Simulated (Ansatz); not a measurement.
## Mending a single-point calculation on C₄H₇F₃

System: C₄H₇F₃, SMILES CC(F)(CF)CF.
Method of run 1: RKS wB97X-D/def2-SVP (Ansatz 0.2.0).

The geometry comes from this level: PBE0-D4/def2-TZVP. Text and figures count atoms from 1; the logs count them from 0 in places.

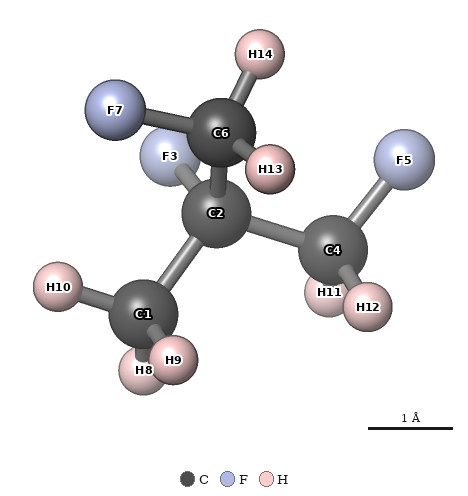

**Figure 1.** The input geometry (ball-and-stick view, seen at a tilt; atoms are numbered from 1 in the order of the input).

### The input, run 1
```yaml
crystal:
  periodic: [false, false, false]
  atoms:
    - {symbol: C, position_ang: [-0.515930, -0.699274, 1.177326]}
    - {symbol: C, position_ang: [-0.200974, 0.286167, 0.073972]}
    - {symbol: F, position_ang: [-0.937050, 1.444640, 0.313768]}
    - {symbol: C, position_ang: [-0.638548, -0.265211, -1.266044]}
    - {symbol: F, position_ang: [-0.230995, 0.547870, -2.301838]}
    - {symbol: C, position_ang: [1.262461, 0.676338, 0.034726]}
    - {symbol: F, position_ang: [1.705832, 1.021389, 1.291850]}
    - {symbol: H, position_ang: [-1.575209, -0.961739, 1.157352]}
    - {symbol: H, position_ang: [0.076140, -1.610055, 1.068917]}
    - {symbol: H, position_ang: [-0.283940, -0.249329, 2.141602]}
    - {symbol: H, position_ang: [-1.729686, -0.328297, -1.287863]}
    - {symbol: H, position_ang: [-0.210225, -1.259467, -1.424948]}
    - {symbol: H, position_ang: [1.865601, -0.164474, -0.322432]}
    - {symbol: H, position_ang: [1.399623, 1.532240, -0.627684]}
basis:
  gaussian: {orbitals: def2-SVP}
hamiltonian: {xc: {name: wB97X-D}}
output: {forces: true}
```

Launched with:
```bash
ansatz run in.yaml --threads 4 --pin off --events-out ev --progress --plain --max-ram 11315MiB
```

Hardware: 4 threads of Arm Neoverse V2, 23 GiB of memory available, shared host.

### Output (run 1)
```
Error: YAML parse error: error: line 20 column 19: hamiltonian.xc: no functional is named "wB97X-D"; the names, which are not case-sensitive, are SVWN5, SPW92, PBE, PBE0, PBEsol, revPBE, revPBE0, RPBE, rPW86-PBE, HSE06, wPBEh, LC-wPBE, HISS, HF, BLYP, B3LYP, B3LYP5, BHLYP, CAM-B3LYP, r2SCAN, r2SCANh, r2SCAN0, r2SCAN50, m-r2SCAN, B97, wB97, wB97X, wB97X-V, B97M-V, wB97M-V, B2PLYP, B2GP-PLYP, PBE0-DH, PBE-QIDH
  --> <input>:20:19
   |
18 | basis:
19 |   gaussian: {orbitals: def2-SVP}
20 | hamiltonian: {xc: {name: wB97X-D}}
   |                   ^ hamiltonian.xc: no functional is named "wB97X-D"; the names, which are not case-sensitive, are SVWN5, SPW92, PBE, PBE0, PBEsol, revPBE, revPBE0, RPBE, rPW86-PBE, HSE06, wPBEh, LC-wPBE, HISS, HF, BLYP, B3LYP, B3LYP5, BHLYP, CAM-B3LYP, r2SCAN, r2SCANh, r2SCAN0, r2SCAN50, m-r2SCAN, B97, wB97, wB97X, wB97X-V, B97M-V, wB97M-V, B2PLYP, B2GP-PLYP, PBE0-DH, PBE-QIDH
21 | output: {forces: true}
   |
```

> Diagnose this run and give a change of the input that cures it.

A setting was made wrong on purpose: method. The program refused the input: “YAML parse error: error: line 20 column 19: hamiltonian.xc: no functional is named "wB97X-D" …”

A run of the same system that converges differs from this input as follows (lines with − go, lines with + come):
```diff
-hamiltonian: {xc: {name: wB97X-D}}
-output: {forces: true}
+correlation: {method: ccsd_t}
```

### Output (run 2)
```
Functional definition: HF
  exchange = exact_x
  correlation = 0
1328 factors; integrals over basis functions are off by at most 1.4e-3 eV
mean field evaluation 1: about -12336.6664 eV, gradient 3.8e1 eV
mean field evaluation 2: about -12336.8418 eV, gradient 3.8e1 eV
mean field evaluation 4: about -12340.2993 eV, gradient 4.7e0 eV
mean field evaluation 8: about -12340.3590 eV, gradient 2.0e-1 eV
mean field evaluation 16: about -12339.5606 eV, gradient 1.9e1 eV
mean field -12340.35908830 eV, -453.4998318992 hartree, gradient 2.1e-6 eV, S^2 0.000000; 0 other end points of the search recorded, 0 dependent functions left out
7 core orbitals not correlated: weight in the atoms' cores, before any rotation towards them, 1.000 or more for the frozen orbitals, at most 0.000 for the correlated occupied ones
reference -12340.35908830 eV, -453.4998318992 hartree; 22, 22 occupied and 104, 104 virtual orbitals, 1328 factors
second order -30.12104932 eV of doubles, -0.00000000 eV of singles
cycle   1  -30.81481644 eV  change   -6.9e-1 eV  update   1.1e-1
cycle   2  -31.47029004 eV  change   -6.6e-1 eV  update   3.1e-2
cycle   3  -31.63942385 eV  change   -1.7e-1 eV  update   1.5e-2
cycle   4  -31.63628176 eV  change    3.1e-3 eV  update   2.7e-3
cycle   5  -31.63580471 eV  change    4.8e-4 eV  update   1.1e-3
cycle   6  -31.63631322 eV  change   -5.1e-4 eV  update   2.7e-4
cycle   7  -31.63621630 eV  change    9.7e-5 eV  update   9.9e-5
cycle   8  -31.63614545 eV  change    7.1e-5 eV  update   3.1e-5
cycle   9  -31.63614088 eV  change    4.6e-6 eV  update   1.1e-5
perturbative correction -0.72935698 eV, -0.0268033745 hartree
Total energy: -12372.72458616 eV, -454.6892420075 hartree
```

### The two runs side by side

| quantity | run 1 | run 2 |
| --- | --- | --- |
| outcome | refused | converged |
| total energy (hartree) | – | −454.689242 |
